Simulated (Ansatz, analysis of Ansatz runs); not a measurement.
## Migration in Li6MgBr8 (Fm-3m): V_Li hop (3.8 Å), charge −1

Aim: the barrier of one jump in Li6MgBr8 (Fm-3m) at charge −1: V_Li hop (3.8 Å). The model is a cell of 60 host atoms with 1 Li taken out; Li is the atom that moves.

Method: plane-wave PAW DFT, PBEsol; nudged elastic band between two relaxed defect structures at fixed charge in a uniform background, in Ansatz 0.2.0.

## (1) The structure

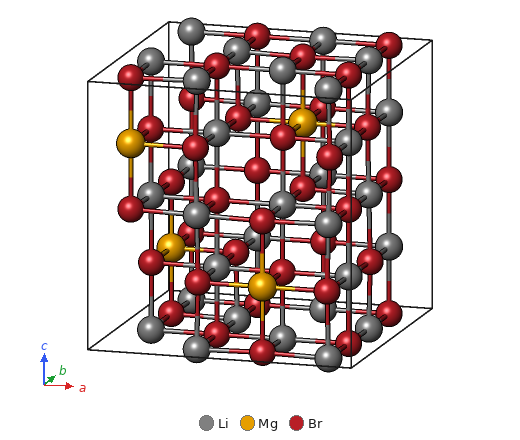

The cell as given, slightly off an axis (lithium grey, magnesium orange, bromine red). Some periodic images of atoms are drawn too.

The cell holds 59 atoms: 23 Li, 4 Mg and 32 Br. Its edges and angles: a = 10.847 Å, b = 10.847 Å, c = 10.847 Å, α = 90.0°, β = 90.0°, γ = 90.0°. It derives from Li6MgBr8 (space group Fm-3m). Nearest the centre at fractional (0.375, 0.375, 0.750): Br32 at 1.92 Å, Li6 at 1.92 Å, Br51 at 1.92 Å, Br41 at 3.30 Å, Br58 at 3.30 Å, Li20 at 3.32 Å, Li16 at 3.32 Å, Mg27 at 3.32 Å. The cell carries charge −1.

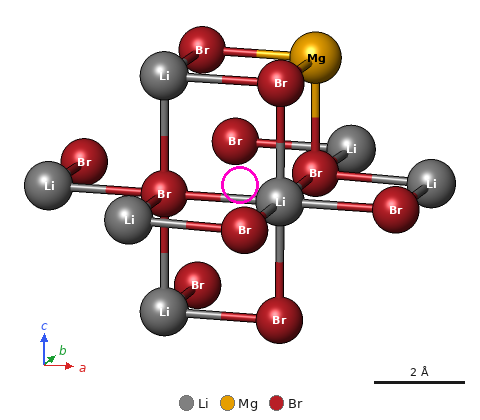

The atoms within 5 Å of the centre. A ring marks the centre wherever it is empty.

The cell's shortest repeat is 10.8 Å.

## (2) Relaxation of the start point, charge −1

A barrier is counted from a minimum, so both ends are relaxed first. Small random displacements break the symmetry of the ideal sites, so that the defect can distort if it gains by it. The charge of −1 is set by the electron count, and a uniform background keeps the cell neutral.

File qm1.start/input.yaml:

```yaml
crystal:
  lattice:
    - [10.84714591, 0.0, 0.0]
    - [0.0, 10.84714591, 0.0]
    - [0.0, 0.0, 10.84714591]
  atoms:
    - { symbol: Li, position: [0.25, 0.0, 0.25] }
    - { symbol: Li, position: [0.75, 0.0, 0.75] }
    - { symbol: Li, position: [0.75, 0.5, 0.25] }
    - { symbol: Li, position: [0.0, 0.25, 0.25] }
    - { symbol: Li, position: [0.0, 0.75, 0.75] }
    - { symbol: Li, position: [0.5, 0.25, 0.75] }
    - { symbol: Li, position: [0.5, 0.75, 0.25] }
    - { symbol: Li, position: [0.0, 0.25, 0.75] }
    - { symbol: Li, position: [0.0, 0.75, 0.25] }
    - { symbol: Li, position: [0.5, 0.25, 0.25] }
    - { symbol: Li, position: [0.5, 0.75, 0.75] }
    - { symbol: Li, position: [0.25, 0.0, 0.75] }
    - { symbol: Li, position: [0.25, 0.5, 0.25] }
    - { symbol: Li, position: [0.75, 0.0, 0.25] }
    - { symbol: Li, position: [0.75, 0.5, 0.75] }
    - { symbol: Li, position: [0.25, 0.25, 0.0] }
    - { symbol: Li, position: [0.25, 0.75, 0.5] }
    - { symbol: Li, position: [0.75, 0.25, 0.5] }
    - { symbol: Li, position: [0.75, 0.75, 0.0] }
    - { symbol: Li, position: [0.25, 0.25, 0.5] }
    - { symbol: Li, position: [0.25, 0.75, 0.0] }
    - { symbol: Li, position: [0.75, 0.25, 0.0] }
    - { symbol: Li, position: [0.75, 0.75, 0.5] }
    - { symbol: Mg, position: [0.0, 0.0, 0.0] }
    - { symbol: Mg, position: [0.0, 0.5, 0.5] }
    - { symbol: Mg, position: [0.5, 0.0, 0.5] }
    - { symbol: Mg, position: [0.5, 0.5, 0.0] }
    - { symbol: Br, position: [0.25, 0.25, 0.25] }
    - { symbol: Br, position: [0.25, 0.75, 0.75] }
    - { symbol: Br, position: [0.75, 0.25, 0.75] }
    - { symbol: Br, position: [0.75, 0.75, 0.25] }
    - { symbol: Br, position: [0.25, 0.25, 0.75] }
    - { symbol: Br, position: [0.25, 0.75, 0.25] }
    - { symbol: Br, position: [0.75, 0.25, 0.25] }
    - { symbol: Br, position: [0.75, 0.75, 0.75] }
    - { symbol: Br, position: [0.0, 0.24494824, 0.0] }
    - { symbol: Br, position: [0.0, 0.74494824, 0.5] }
    - { symbol: Br, position: [0.5, 0.24494824, 0.5] }
    - { symbol: Br, position: [0.5, 0.74494824, 0.0] }
    - { symbol: Br, position: [0.25505176, 0.0, 0.5] }
    - { symbol: Br, position: [0.25505176, 0.5, 0.0] }
    - { symbol: Br, position: [0.75505176, 0.0, 0.0] }
    - { symbol: Br, position: [0.75505176, 0.5, 0.5] }
    - { symbol: Br, position: [0.24494824, 0.0, 0.0] }
    - { symbol: Br, position: [0.24494824, 0.5, 0.5] }
    - { symbol: Br, position: [0.74494824, 0.0, 0.5] }
    - { symbol: Br, position: [0.74494824, 0.5, 0.0] }
    - { symbol: Br, position: [0.0, 0.0, 0.75505176] }
    - { symbol: Br, position: [0.0, 0.5, 0.25505176] }
    - { symbol: Br, position: [0.5, 0.0, 0.25505176] }
    - { symbol: Br, position: [0.5, 0.5, 0.75505176] }
    - { symbol: Br, position: [0.0, 0.0, 0.24494824] }
    - { symbol: Br, position: [0.0, 0.5, 0.74494824] }
    - { symbol: Br, position: [0.5, 0.0, 0.74494824] }
    - { symbol: Br, position: [0.5, 0.5, 0.24494824] }
    - { symbol: Br, position: [0.0, 0.25505176, 0.5] }
    - { symbol: Br, position: [0.0, 0.75505176, 0.0] }
    - { symbol: Br, position: [0.5, 0.25505176, 0.0] }
    - { symbol: Br, position: [0.5, 0.75505176, 0.5] }
total_charge: -1
basis:
  ecutwfc: 420
  xc_grid: 2
hamiltonian:
  xc: pbesol
kpoints:
  mp_grid: { grid: [1, 1, 1] }
scf:
  occupations: { method: fixed }
  max_iter: 100
output:
  forces: true
relax:
  f_tol: 0.02
  max_steps: 70
  random_displacement: { amplitude: 0.03, seed: 8461 }
```

Run with:

```
$ ansatz run input.yaml --threads 4 --pin off --max-ram 7536MiB --backend cpu --events-out ev --progress --plain --runs-dir out
```

Numbers of over 12 decimals in the logs are rounded to 6 here.

What it wrote:

```text
[... repeated set-up lines and file paths are left out, and long positions are rounded to six places ...]
The last accepted step is kept in <dir> (removed where the run ends without a failure and the disk answers)
Engine: ansatz 0.2.0, aarch64-unknown-linux-gnu
Pseudopotentials: kind: paw
Pseudopotential: Li, paw, valence charge 3, recommended cutoff 420 eV (normal), Li.paw.azcp
Pseudopotential: Mg, paw, valence charge 10, recommended cutoff 420 eV (normal), Mg.paw.azcp
Pseudopotential: Br, paw, valence charge 7, recommended cutoff 420 eV (normal), Br.paw.azcp
Functional definition: PBEsol
  exchange = pbesol_x
  correlation = pbesol_c
Crystal: 59 atoms, lattice volume = 1276.281 Å³
Basis set: ecut = 420 eV, 24885 PW (Γ), exchange–correlation on 150×150×150 points (8 copies of the dense FFT grid, shifted against one another)
Bands: 226, of which v1, the nominal top of the filled ones, is band 167 counted from 1 (166 counted from 0)
Symmetry: 1 space group operations
k-points: 1
Non-local potential: Li, projectors of the file, l = 0: 3, l = 1: 2, l = 2: 1
Non-local potential: Mg, projectors of the file, l = 0: 3, l = 1: 2, l = 2: 1
Non-local potential: Br, projectors of the file, l = 0: 2, l = 1: 2, l = 2: 2
PAW form: soft (Blöchl's): semilocal exchange-correlation on the pseudo side does not see the compensation charge
PAW frozen core: Mg, regenerated for the run's functional, and the local potential with it (the file was generated under x = pbe(κ = 0.804, μ = 0.219515), c = pbe(β = 0.066725))
PAW frozen core: Br, regenerated for the run's functional, and the local potential with it (the file was generated under x = pbe(κ = 0.804, μ = 0.219515), c = pbe(β = 0.066725))
PAW one-centre angular grid: Li, 110 points (default); XC on 64 Gauss nodes
PAW one-centre angular grid: Mg, 110 points (default); XC on 64 Gauss nodes
PAW one-centre angular grid: Br, 110 points (default); XC on 64 Gauss nodes
Initial density: superposition of atomic densities (neutral atoms scaled as one to the charged cell's electrons: chi_scale 0, normalization atom), corrected by the library's trained network
Initial wavefunctions: pseudopotential atomic-orbital guess
Functional: x = pbesol(κ = 0.804, μ = 0.123457), c = pbesol(β = 0.046)
SCF iter   1: F=—  HF=-99969.894227 eV  |F-HF|=—  |Δ(HF+E_count)|=         —  Δρ=3.86e-3  dr2=1.79e-1  ethr=1.77e-3  ⟨swp⟩=6.0  Hψ=836  notcnv=0  defer=53
preconditioner: auto → Resta (q_TF=auto, 2.182 Å⁻¹)  ε∞=2.8  [insulator: Δε(μ)=4.350 eV  Ē_g=12.265 eV  n_scr=250 (ndim 8)  ℏωp=16.6 eV  f_vac=0.009  ε∞_Penn≈2.8]
SCF iter   2: F=—  HF=-99969.827254 eV  |F-HF|=—  |Δ(HF+E_count)|=   6.70e-2  Δρ=1.74e-3  dr2=3.78e-2  ethr=5.35e-5  ⟨swp⟩=3.0  Hψ=377  notcnv=0  defer=57
SCF iter   3: F=—  HF=-99969.816973 eV  |F-HF|=—  |Δ(HF+E_count)|=   1.03e-2  Δρ=3.32e-4  dr2=1.46e-3  ethr=1.13e-5  ⟨swp⟩=3.0  Hψ=343  notcnv=0  defer=46
automatic band count: iteration 3 solves 215 bands in place of 226: the levels show a gap, and the empty bands left out lie too high to hold charge; the band table lists the bands solved (type scf.n_extra_bands for more)
SCF iter   4: F=—  HF=-99969.816225 eV  |F-HF|=—  |Δ(HF+E_count)|=   7.47e-4  Δρ=7.08e-5  dr2=8.59e-5  ethr=4.37e-7  ⟨swp⟩=2.0  Hψ=341  notcnv=0  defer=46
iter 5 did not close the SCF: its close was put off for the readings that it lacked (scf_convergence_deferred on its scf_iter line)
SCF iter   5: F=-99969.816278 eV  HF=-99969.816274 eV  |F-HF|=4.52e-6  |Δ(HF+E_count)|=   4.85e-5  Δρ=1.80e-5  dr2=3.16e-6  ethr=2.57e-8  ⟨swp⟩=2.0  Hψ=275  notcnv=0  defer=46
SCF iter   6: F=-99969.816279 eV  HF=-99969.816279 eV  |F-HF|=4.03e-7  |Δ(HF+E_count)|=   4.93e-6  Δρ=3.70e-6  dr2=2.08e-7  ethr=9.46e-10  ⟨swp⟩=2.0  Hψ=648  notcnv=0
SCF 1 converged in 6 iterations: F = -99969.816279 eV  dr2 = 2.08e-7
  greatest PAW one-centre occupation: 1.000 electrons in one spin orbital (limit 2), on the Mg atom at site 26 (counted from 0), in its partial waves of l = 0
relax step   1: F+E_penalty+E_count = -99969.81627918 eV  Δ(F+E_penalty+E_count) = +0.000e0 eV  max|allowed force component| = 5.092e-1 eV/Å  Δτ_max = 0.0000 Å  (6 SCF iters, dr2 threshold 1.00e-5 eV, accepted)
[... the SCF cycles and remarks between the steps are left out from here to the last step ...]
relax step   2: F+E_penalty+E_count = -99970.05967380 eV  Δ(F+E_penalty+E_count) = -2.434e-1 eV  max|allowed force component| = 2.279e-1 eV/Å  Δτ_max = 0.1963 Å  (5 SCF iters, dr2 threshold 1.62e-5 eV, accepted)
relax step   3: F+E_penalty+E_count = -99970.12249011 eV  Δ(F+E_penalty+E_count) = -6.282e-2 eV  max|allowed force component| = 4.100e-2 eV/Å  Δτ_max = 0.0856 Å  (5 SCF iters, dr2 threshold 3.25e-6 eV, accepted)
SCF iter   1: F=—  HF=-99970.125980 eV  |F-HF|=—  |Δ(HF+E_count)|=         —  Δρ=5.12e-4  dr2=2.20e-3  ethr=3.17e-6  ⟨swp⟩=5.0  Hψ=489  notcnv=0  defer=46
automatic band count: iteration 1 solves 215 bands in place of 226: the levels show a gap, and the empty bands left out lie too high to hold charge; the band table lists the bands solved (type scf.n_extra_bands for more)
SCF iter   2: F=—  HF=-99970.125616 eV  |F-HF|=—  |Δ(HF+E_count)|=   3.64e-4  Δρ=2.60e-4  dr2=5.57e-4  ethr=6.59e-7  ⟨swp⟩=2.0  Hψ=358  notcnv=0  defer=46
SCF iter   3: F=—  HF=-99970.125520 eV  |F-HF|=—  |Δ(HF+E_count)|=   9.50e-5  Δρ=2.16e-5  dr2=7.10e-6  ethr=1.67e-7  ⟨swp⟩=2.0  Hψ=335  notcnv=0  defer=43
SCF iter   4: F=—  HF=-99970.124615 eV  |F-HF|=—  |Δ(HF+E_count)|=   9.06e-4  Δρ=7.70e-6  dr2=8.18e-7  ethr=2.13e-9  ⟨swp⟩=2.0  Hψ=340  notcnv=0  defer=42
SCF iter   5: F=-99970.124616 eV  HF=-99970.124616 eV  |F-HF|=1.65e-8  |Δ(HF+E_count)|=   5.61e-7  Δρ=1.60e-6  dr2=5.02e-8  ethr=2.99e-11  ⟨swp⟩=5.0  Hψ=787  notcnv=0
SCF 4 converged in 5 iterations: F = -99970.124616 eV  dr2 = 5.02e-8
relax step   4: F+E_penalty+E_count = -99970.12461554 eV  Δ(F+E_penalty+E_count) = -2.125e-3 eV  max|allowed force component| = 1.755e-3 eV/Å  Δτ_max = 0.0189 Å  (5 SCF iters, accepted)
SCF converged after 5 iterations
Free energy (F): -99970.124616 eV
Harris-Foulkes:  -99970.124616 eV  (|F-HF|=1.65e-8)
Internal energy: -99970.124616 eV  (E = F + TS)
E sigma→0 (E₀):  -99970.124616 eV
Fermi energy:    2.366847 eV
--- Per-component energies (eV) ---
  E_band       = -3916.871250
  E_kinetic    = 5113.611520
  E_local      = -17175.100573  (includes V_loc(G=0)·N_el)
  E_nonlocal   = 1886.062387
  E_hartree    = 5422.074661
  E_xc         = -8763.167296
  E_vxc        = -3833.654165  (∫ρ·V_xc dr)
  E_paw        = -72067.411973  (= ΣΔE_a)
  E_vpaw       = -751.938661  (= ΣTr[D̂ρ^β])
  E_aug_tail   = 0.000331  (compensation charges beyond the density's cutoff)
  E_ewald      = -14389.381771
  E_core_change = 3.188100  (= ΣΔE_core)
  E_smearing   = -0.000000  (= −TS)
  E_closure    = -0.000000  (closes the sum)
  E_deformation_potential = -10.634385  (in the stress; not in F)
  Σ components = -99970.124616   (vs F -99970.124616, Δ=0.00e0)
--- Forces (eV/Å), atoms counted from 1 ---
  atom   1  Li     0.00018686    -0.00002858    -0.00026857
  atom   2  Li     0.00050425    -0.00030369     0.00027235
  [... 3 atoms left out ...]
  atom   6  Li     0.00016608    -0.00175450    -0.00002475
  [... 9 atoms left out ...]
  atom  16  Li    -0.00071979    -0.00096802     0.00067599
  [... 3 atoms left out ...]
  atom  20  Li    -0.00026958    -0.00105676    -0.00014256
  [... 6 atoms left out ...]
  atom  27  Mg     0.00007284    -0.00010558     0.00025656
  [... 4 atoms left out ...]
  atom  32  Br     0.00009913     0.00138238     0.00007229
  [... 5 atoms left out ...]
  atom  38  Br    -0.00028066    -0.00015696     0.00031463
  [... 2 atoms left out ...]
  atom  41  Br     0.00150127    -0.00012139     0.00103610
  [... 3 atoms left out ...]
  atom  45  Br    -0.00123491     0.00001076    -0.00046251
  [... 5 atoms left out ...]
  atom  51  Br     0.00104404     0.00001575     0.00099680
  [... 6 atoms left out ...]
  atom  58  Br    -0.00007587     0.00020792    -0.00010291
  [... 1 atom left out ...]
  max |Σ_I F_I| component: 5.10e-5 eV/Å
--- Relaxed structure (4 steps of the walk, 4 accepted, 0 SCFs on fresh bases) ---
  F+E_penalty+E_count = -99970.12461554 eV   max|allowed force component| = 1.755e-3 eV/Å
  atoms:
    - { symbol: Li, position: [0.249741, -6.663575074952766e-5, 0.249955] }
    - { symbol: Li, position: [0.749716, -8.493203143209116e-6, 0.749875] }
    [... 3 atoms left out ...]
    - { symbol: Li, position: [0.493861, 0.256442, 0.749222] }
    [... 9 atoms left out ...]
    - { symbol: Li, position: [0.249221, 0.256296, -0.006085] }
    [... 3 atoms left out ...]
    - { symbol: Li, position: [0.250467, 0.256298, 0.505801] }
    [... 6 atoms left out ...]
    - { symbol: Mg, position: [0.497451, 0.499945, -0.002399] }
    [... 4 atoms left out ...]
    - { symbol: Br, position: [0.249792, 0.240805, 0.749886] }
    [... 5 atoms left out ...]
    - { symbol: Br, position: [0.500777, 0.244842, 0.498907] }
    [... 2 atoms left out ...]
    - { symbol: Br, position: [0.256437, 0.499932, 0.007910] }
    [... 3 atoms left out ...]
    - { symbol: Br, position: [0.243093, 0.499922, 0.491869] }
    [... 5 atoms left out ...]
    - { symbol: Br, position: [0.507764, 0.499995, 0.756594] }
    [... 6 atoms left out ...]
    - { symbol: Br, position: [0.500517, 0.254375, 0.000613] }
    [... 1 atom left out ...]
```

It took 17 s on 4 threads of Arm Neoverse V2, shared host; peak memory 1.1 GiB.

The steps of the relaxation:

```tsv
step	energy less that of the first step (eV)	largest force component (eV/Å)
1	0.0000	0.5092
2	-0.2434	0.2279
3	-0.3062	0.0410
4	-0.3083	0.0018
```

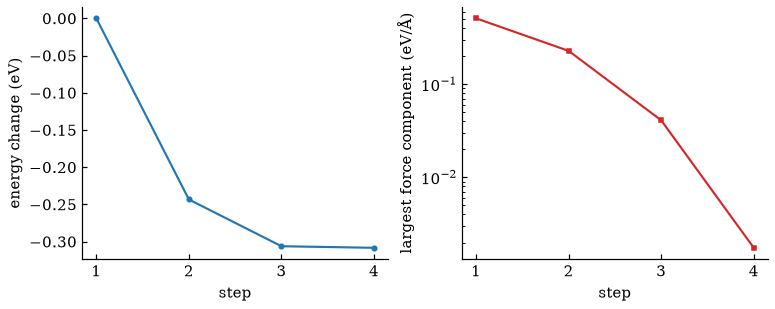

Energy and largest force along the relaxation.

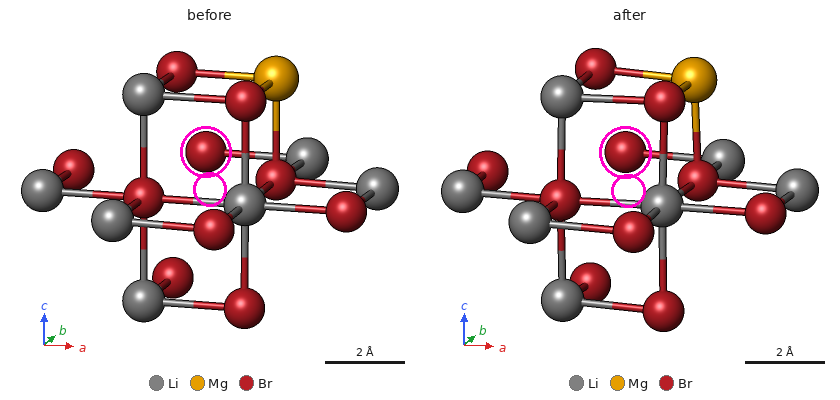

Before and after: the atoms that start within 5 Å of the centre. Br29, which moves most, is ringed if it is among them. A ring with no atom in it marks the empty centre.

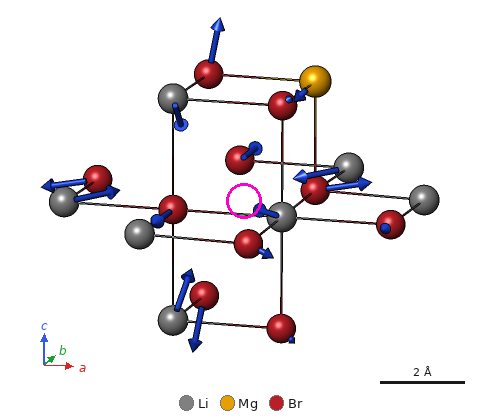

Displacements in the relaxation from the typed sites near the centre, exaggerated, the mean shift taken out; the longest in the cell stands for 0.10 Å. A ring marks the centre wherever it is empty.

The atoms that moved most (Å, from the sites as typed, ahead of the random displacement, the mean shift of all atoms taken out):

```tsv
atom	dx	dy	dz	length
Br29	-0.001	0.099	0.000	0.099
Br32	0.000	-0.099	0.000	0.099
Li8	0.065	0.070	0.007	0.096
Li17	0.007	-0.070	0.065	0.096
Li6	-0.064	0.071	-0.007	0.096
Li21	-0.007	-0.069	-0.064	0.095
Li16	-0.006	0.069	-0.065	0.095
Li11	-0.065	-0.068	-0.006	0.095
```

Neighbours of Li6 at the end:

```tsv
atom	distance (Å)
Br51	2.647
Br32	2.653
Br38	2.719
Br58	2.728
Br30	2.777
Br54	2.785
Li20	3.734
Li16	3.753
Mg27	3.773
```

This step gave:

* free energy: -99970.1246 eV
* largest move from the ideal geometry of this structure, a common shift of the far atoms taken out: 0.1038 Å

The relaxation gained 0.308 eV and ended with a largest force component of 0.0018 eV/Å.

## (3) Relaxation of the end point, charge −1

The end point is relaxed in the same cell and settings, so that the two energies compare.

File qm1.end/input.yaml:

```yaml
crystal:
  lattice:
    - [10.84714591, 0.0, 0.0]
    - [0.0, 10.84714591, 0.0]
    - [0.0, 0.0, 10.84714591]
  atoms:
    - { symbol: Li, position: [0.25, 0.0, 0.25] }
    - { symbol: Li, position: [0.75, 0.0, 0.75] }
[... 3 atom lines left out ...]
    - { symbol: Li, position: [0.25, 0.5, 0.75] }
[... 8 atom lines left out ...]
    - { symbol: Li, position: [0.75, 0.5, 0.75] }
    - { symbol: Li, position: [0.25, 0.25, 0.0] }
[... 3 atom lines left out ...]
    - { symbol: Li, position: [0.25, 0.25, 0.5] }
[... 6 atom lines left out ...]
    - { symbol: Mg, position: [0.5, 0.5, 0.0] }
[... 2 atom lines left out ...]
    - { symbol: Br, position: [0.75, 0.25, 0.75] }
[... 1 atom line left out ...]
    - { symbol: Br, position: [0.25, 0.25, 0.75] }
[... 5 atom lines left out ...]
    - { symbol: Br, position: [0.5, 0.24494824, 0.5] }
[... 2 atom lines left out ...]
    - { symbol: Br, position: [0.25505176, 0.5, 0.0] }
[... 3 atom lines left out ...]
    - { symbol: Br, position: [0.24494824, 0.5, 0.5] }
[... 5 atom lines left out ...]
    - { symbol: Br, position: [0.5, 0.5, 0.75505176] }
[... 6 atom lines left out ...]
    - { symbol: Br, position: [0.5, 0.25505176, 0.0] }
    - { symbol: Br, position: [0.5, 0.75505176, 0.5] }
total_charge: -1
basis:
  ecutwfc: 420
  xc_grid: 2
hamiltonian:
  xc: pbesol
kpoints:
  mp_grid: { grid: [1, 1, 1] }
scf:
  occupations: { method: fixed }
  max_iter: 100
output:
  forces: true
relax:
  f_tol: 0.02
  max_steps: 70
  random_displacement: { amplitude: 0.03, seed: 8461 }
```

What it wrote:

```text
[...]
Crystal: 59 atoms, lattice volume = 1276.281 Å³
Basis set: ecut = 420 eV, 24885 PW (Γ), exchange–correlation on 150×150×150 points (8 copies of the dense FFT grid, shifted against one another)
Bands: 226, of which v1, the nominal top of the filled ones, is band 167 counted from 1 (166 counted from 0)
Symmetry: 1 space group operations
k-points: 1
[...]
SCF iter   1: F=—  HF=-99969.908437 eV  |F-HF|=—  |Δ(HF+E_count)|=         —  Δρ=3.86e-3  dr2=1.79e-1  ethr=1.77e-3  ⟨swp⟩=6.0  Hψ=836  notcnv=0  defer=53
[...]
SCF iter   6: F=-99969.830419 eV  HF=-99969.830419 eV  |F-HF|=4.13e-7  |Δ(HF+E_count)|=   4.96e-6  Δρ=3.70e-6  dr2=2.09e-7  ethr=9.41e-10  ⟨swp⟩=2.0  Hψ=648  notcnv=0
SCF 1 converged in 6 iterations: F = -99969.830419 eV  dr2 = 2.09e-7
[...]
F+E_penalty+E_count = -99970.12461569 eV   max|allowed force component| = 1.525e-3 eV/Å
  atoms:
    - { symbol: Li, position: [0.250857, 0.001626, 0.250451] }
    - { symbol: Li, position: [0.743340, 0.005935, 0.750529] }
[...]
- { symbol: Li, position: [0.255992, 0.494143, 0.749290] }
[...]
- { symbol: Li, position: [0.256220, 0.249275, -0.006071] }
[...]
- { symbol: Li, position: [0.256205, 0.250630, 0.505874] }
[...]
- { symbol: Mg, position: [0.499738, 0.497624, -0.002393] }
[...]
- { symbol: Br, position: [0.240578, 0.250010, 0.749930] }
[...]
- { symbol: Br, position: [0.499809, 0.243230, 0.491913] }
    [... 2 atoms left out ...]
    - { symbol: Br, position: [0.254192, 0.500666, 0.000661] }
    [... 3 atoms left out ...]
    - { symbol: Br, position: [0.244664, 0.500943, 0.498933] }
    [... 5 atoms left out ...]
    - { symbol: Br, position: [0.499721, 0.507924, 0.756613] }
    [... 6 atoms left out ...]
    - { symbol: Br, position: [0.499801, 0.256620, 0.007918] }
    [... 1 atom left out ...]
[key lines of the parts left out:]
SCF converged after 5 iterations
Free energy (F): -99970.124616 eV
Fermi energy:    2.366906 eV
```

Wall time 18 s (4 threads); peak memory 1.1 GiB; 66 s of CPU time.

Step by step:

```tsv
step	energy less that of the first step (eV)	largest force component (eV/Å)
1	0.0000	0.5178
2	-0.2317	0.2172
3	-0.2918	0.0467
4	-0.2942	0.0015
```

The atoms that moved most (Å, from the sites as typed, ahead of the random displacement, the mean shift of all atoms taken out):

```tsv
atom	dx	dy	dz	length
Br32	-0.100	0.001	0.000	0.100
Br30	0.099	0.000	-0.001	0.099
Li2	-0.070	0.065	0.007	0.096
Li16	0.070	-0.007	-0.065	0.096
Li15	-0.070	-0.065	-0.007	0.096
Li20	0.070	0.008	0.065	0.096
Li12	0.068	0.066	0.007	0.095
Li22	-0.068	-0.007	-0.065	0.095
```

Neighbours of Li6 at the end:

```tsv
atom	distance (Å)
Br51	2.649
Br32	2.653
Br45	2.719
Br41	2.728
Br29	2.776
Br53	2.782
Li20	3.735
Li16	3.755
Mg27	3.775
```

This step gave:

| Property | Result |
| --- | --- |
| free energy | -99970.1246 eV |
| largest move from the ideal geometry of this structure, a common shift of the far atoms taken out | 0.1036 Å |

The relaxation gained 0.294 eV and ended with a largest force component of 0.0015 eV/Å. The end lies within 1 meV of the start.

(Part 1 of 3 ends here.)

[Logs are printed without paths, hosts, clocks, repeated set-up lines and the standing remarks that a program may print on its own settings, such as how far it seeks lower states.]

[Hosts, paths, dates, database ids (printed as entryN), source tags and the programs' standing remarks are cut or masked in the printed files.]
